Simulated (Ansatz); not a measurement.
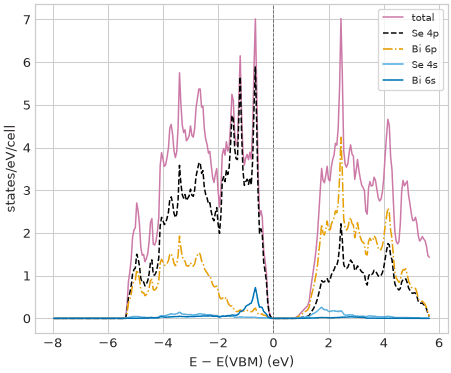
Figure: Total and projected density of states of Bi₂Se₃ in space group R-3m (No. 166; Bi on 6c, Se on 3a, Se on 6c), DFT-r²SCAN+D4 in the program Ansatz with PAW potentials

Problem. Which orbitals carry the states next to the gap?

Solution. Top 1 eV of the valence band: Se 4p 84 %, Bi 6s 10 %. Bottom 1 eV of the conduction band: Bi 6p 65 %, Se 4p 21 %, Se 4s 10 %. Projections are on Löwdin-orthogonalised atomic valence shells; empty p or d shells of many metals are not among them.

Problem. Where is the tallest occupied peak in this window, and what makes it?

Solution. Near -0.6 eV, about 7.0 states/eV per cell; the largest projected share is Se 4p.

Symmetry was held in the r²SCAN+D4 relaxation. Spin–orbit coupling is left out wherever it is not named.

Potentials: the earlier of the program's two PAW sets.
